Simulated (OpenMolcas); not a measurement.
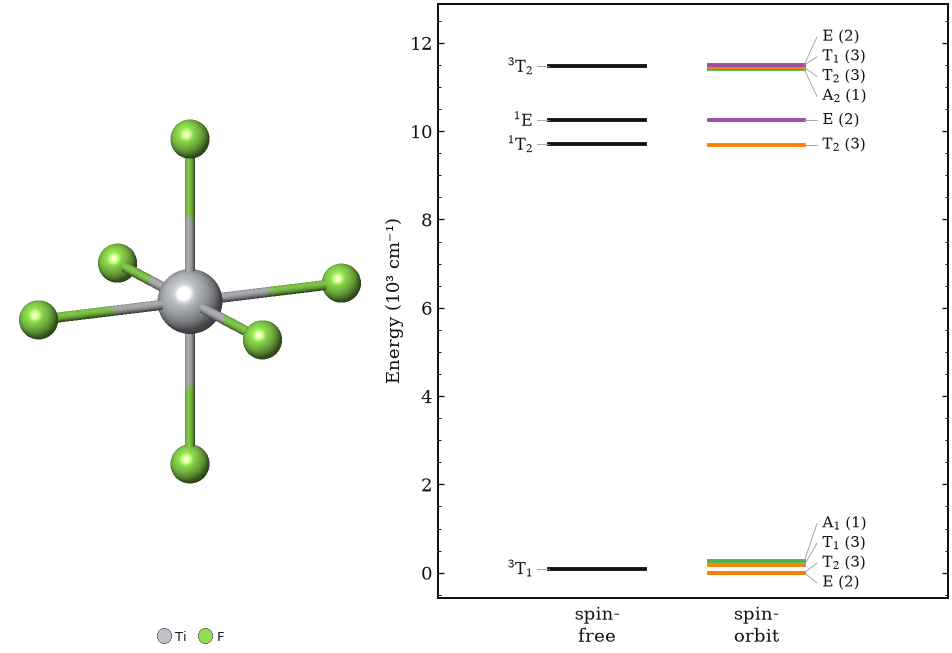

Ti²⁺ (3d²) as a dopant in CsCaF₃, a cluster with its 6 nearest F⁻ at 2.154 Å (octahedron) embedded in model potentials and point charges; the geometry was set, not optimised, and its levels. Labels give the representation in O, Td, D4 or D3 as the site allows (double group for half-integer spin) where it could be assigned and, in brackets, the degeneracy; spin-free states, where drawn, share the zero of the spin-orbit levels. The calculation used state-averaged SS-CASPT2, IPEA shift 0.25, imaginary shift 0.1 hartree, closed shells 3s 3p correlated, active space 2 electrons in the shell 3d, basis ANO-RCC-VDZP on all atoms, DKH2 scalar Hamiltonian, spin-orbit coupling by RASSI with atomic mean-field integrals (OpenMolcas).

Give the ground level, the first gap and the ligand-field bands.

The ground level is E, doubly degenerate, 100 % from states of spin multiplicity 3. Its principal g values are all close to zero. The next level lies at 2.6 cm⁻¹ (T₂). The lowest spin-free state is ³T₁, from the free-ion F term; of the same spin there follows at 11,400 cm⁻¹ (³T₂) above it. A ligand-field fit to the spin-free states gives |10Dq| = 12,900 cm⁻¹, B = 691 and C = 2,700 cm⁻¹ (rms misfit 300 cm⁻¹).

Limits of the model: the geometry is set by hand, with no relaxation and no charge compensation.
